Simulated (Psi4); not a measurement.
# C2HCl2F (SMILES FC=C(Cl)Cl): OMP2/6-31G(d) (density fitting for correlation, spherical functions)

What is the vertical singlet–triplet gap of C2HCl2F at OMP2/6-31G* (density fitting for correlation, spherical functions)? 

The results are computed with Psi4 1.11.

1 further run of the same task is left out (set aside as unsound or not needed).

### 1 The system as given

C2HCl2F has 6 atoms, charge 0, and is taken as a singlet. SMILES: `FC=C(Cl)Cl`. Geometry: relaxed at PBE0-D4/def2-TZVP.

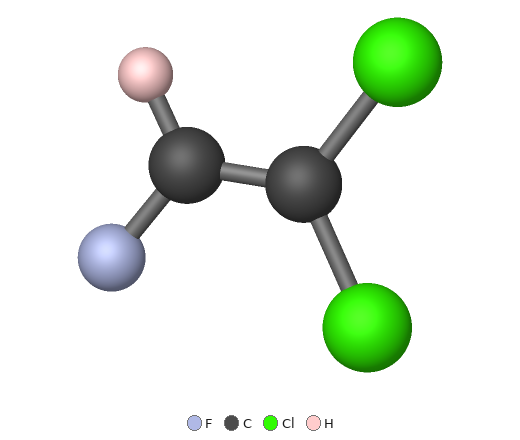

The structure, seen from a chosen angle (fluorine light blue, carbon dark grey, chlorine green, hydrogen pink).

### 2 A single-point energy at OMP2/6-31G(d) (density fitting for correlation, spherical functions)

Input file job.dat:

```
memory 2.2 GB

molecule mol {
  0 1
  F
  C 1 r2
  C 2 r3 1 a3
  Cl 3 r4 2 a4 1 d4
  Cl 3 r5 2 a5 1 d5
  H 2 r6 1 a6 3 d6

  r2 = 1.325206
  r3 = 1.326354
  a3 = 121.79508
  r4 = 1.703412
  a4 = 122.69012
  d4 = 0.00382
  r5 = 1.710818
  a5 = 120.15842
  d5 = -179.99565
  r6 = 1.081868
  a6 = 114.77961
  d6 = -179.99981
  units angstrom
  symmetry c1
}

set puream true
set e_convergence 1e-09
set d_convergence 1e-08
set scf_type pk
set num_frozen_docc 13

e, wfn = energy('omp2/6-31G*', return_wfn=True)
```

Command:

```sh
$ psi4 -i job.dat -o job.out -n 1
```

job.out:

```text
[...]
  Running in c1 symmetry.
[...]
  Nuclear repulsion =  265.257517914715777
[...]
  Multiplicity = 1
[...]
  Nalpha       = 28
  Nbeta        = 28
[...]
    Number of basis functions: 80
[...]
   @RHF iter   1: -1094.60837202699486   -2.09847e-01   3.73370e-03 DIIS/ADIIS
[...]
   @RHF iter  12: -1094.66159245025847   -4.54747e-12   3.90940e-09 DIIS
[...]
    Orbital Energies [Eh]
    ---------------------
    Doubly Occupied:
       1A   -104.852231     2A   -104.848523     3A    -26.336379
       4A    -11.364672     5A    -11.361404     6A    -10.591527
       7A    -10.587649     8A     -8.060252     9A     -8.056552
      10A     -8.056412    11A     -8.056377    12A     -8.052601
      13A     -8.052539    14A     -1.656440    15A     -1.233025
      16A     -1.124779    17A     -1.028764    18A     -0.829044
      19A     -0.760337    20A     -0.717371    21A     -0.707765
      22A     -0.617545    23A     -0.592017    24A     -0.571771
      25A     -0.498231    26A     -0.484693    27A     -0.465353
      28A     -0.371149
[...]
  @RHF Final Energy: -1094.66159245025847
   => Energetics <=
    Nuclear Repulsion Energy =            265.2575179147157769
    One-Electron Energy =               -2039.9674156848932398
    Two-Electron Energy =                 680.0483053199191090
    Total Energy =                      -1094.6615924502584676
[...]
 Multipole Moments:
 ------------------------------------------------------------------------------------
     Multipole            Electronic (a.u.)      Nuclear  (a.u.)        Total (a.u.)
 ------------------------------------------------------------------------------------
 L = 1.  Multiply by 2.5417464519 to convert [e a0] to [Debye]
 Dipole X            :          0.0000038            0.0000028            0.0000065
 Dipole Y            :         -1.4663291            2.0353226            0.5689935
 Dipole Z            :         -0.3626132            0.5768738            0.2142606
 Magnitude           :                                                    0.6079977
[...]
	Warning: cc_lambda option is changed to TRUE
	For this residual convergence, default PCG convergence is:     1.00e-07
[...]
	DF-MP2 Total Energy (a.u.)         : -1095.33871797477673
[...]
	DF-MP2 Total Energy (a.u.)         : -1095.34826873727206
[...]
	DF-OMP2 Total Energy (a.u.)        : -1095.34826873725297
[...]
```

Wall time 14 s (1 thread of Intel Xeon 6975P-C (Granite Rapids), shared host); peak memory 0.27 GiB.

### 3 The triplet, same level

Input file calc.in:

```
memory 2200 mb

molecule system {
  0 3
  F      0.369860    -1.453540     1.016570
  C      0.335170    -0.183710     0.639080
  C     -0.249490     0.193990    -0.489960
  Cl    -1.002700    -0.907170    -1.549080
  Cl    -0.269610     1.845290    -0.936840
  H      0.816790     0.505150     1.320220
  symmetry c1
  no_reorient
  no_com
}

set {
  basis 6-31G*
  reference uhf
  puream true
  e_convergence 1e-09
  d_convergence 1e-08
  scf_type pk
  num_frozen_docc 13
  maxiter 100
}

energy("omp2")
```

Command:

```sh
$ psi4 calc.in calc.out -n 1
```

calc.out:

```text
[...]
  Running in c1 symmetry.
[...]
  Nuclear repulsion =  265.257491662507050
[...]
  Multiplicity = 3
[...]
  Nalpha       = 29
  Nbeta        = 27
[...]
    Number of basis functions: 80
[...]
   @UHF iter   1: -1094.46892984333181   -7.04055e-02   3.42443e-03 DIIS/ADIIS
[...]
   @UHF iter  16: -1094.53813730133152    0.00000e+00   4.04721e-09 DIIS
[...]
   @S^2 Observed:                2.030141703E+00
[...]
    Orbital Energies [Eh]
    ---------------------
    Alpha Occupied:
       1A   -104.861077     2A   -104.854650     3A    -26.328672
       4A    -11.358755     5A    -11.329865     6A    -10.599314
       7A    -10.592941     8A     -8.066383     9A     -8.065884
      10A     -8.064320    11A     -8.060090    12A     -8.059627
      13A     -8.057903    14A     -1.651631    15A     -1.258318
      16A     -1.129808    17A     -1.059869    18A     -0.840259
      19A     -0.754850    20A     -0.753785    21A     -0.717913
      22A     -0.643869    23A     -0.620413    24A     -0.589671
      25A     -0.503921    26A     -0.501680    27A     -0.469245
      28A     -0.464700    29A     -0.263096
    Alpha Virtual:
[...]
  @UHF Final Energy: -1094.53813730133152
   => Energetics <=
    Nuclear Repulsion Energy =            265.2574916625070500
    One-Electron Energy =               -2039.8091341688539160
    Two-Electron Energy =                 680.0135052050153490
    Total Energy =                      -1094.5381373013315169
  UHF NO Occupations:
  HONO-2 :   27  A 1.9938053
  HONO-1 :   28  A 1.0000000
[...]
 Multipole Moments:
 ------------------------------------------------------------------------------------
     Multipole            Electronic (a.u.)      Nuclear  (a.u.)        Total (a.u.)
 ------------------------------------------------------------------------------------
 L = 1.  Multiply by 2.5417464519 to convert [e a0] to [Debye]
 Dipole X            :         32.2434071          -32.0680098            0.1753972
 Dipole Y            :         -6.0768976            6.4874487            0.4105511
 Dipole Z            :         58.5943504          -58.3860555            0.2082949
 Magnitude           :                                                    0.4926492
[...]
	Warning: cc_lambda option is changed to TRUE
	For this residual convergence, default PCG convergence is:     1.00e-07
[...]
	DF-SCS-MP2 Total Energy (a.u.)     : -1095.14770954114283
	DF-SOS-MP2 Total Energy (a.u.)     : -1095.13501798363495
[...]
	DF-SCS-OMP2 Total Energy (a.u.)    : -1095.15872473352238
	DF-SOS-OMP2 Total Energy (a.u.)    : -1095.09708989542310
	DF-SCS(N)-OMP2 Total Energy (a.u.) : -1094.84935341569394
[...]
	DF-OMP2 Total Energy (a.u.)        : -1095.18646633896265
[...]
```

Run time: 37 s. Hardware: 1 thread of Intel Xeon 6975P-C (Granite Rapids), shared host; peak memory 0.28 GiB.

### 4 What came out

Level: OMP2/6-31G* (density fitting for correlation, spherical functions), 13 core orbitals frozen.

```
                                                           quantity           value
                                              singlet: total energy  -1095.34827 Eh
                       singlet: HOMO energy (Hartree–Fock orbitals)       -10.10 eV
                       singlet: LUMO energy (Hartree–Fock orbitals)         3.94 eV
                     singlet: HOMO–LUMO gap (Hartree–Fock orbitals)        14.04 eV
              singlet: correlation energy (13 core orbitals frozen)      -686.7 mEh
                                              triplet: total energy  -1095.18647 Eh
triplet: HOMO energy (Hartree–Fock orbitals) (highest over α and β)        -7.16 eV
 triplet: LUMO energy (Hartree–Fock orbitals) (lowest over α and β)         0.59 eV
              triplet: correlation energy (13 core orbitals frozen)      -648.3 mEh
                         triplet: ⟨S²⟩ of the reference determinant           2.030
                   vertical energy of the triplet above the singlet        4.403 eV
```

**Reading.** At this shape the triplet lies 4.40 eV (425 kJ/mol) above the singlet.
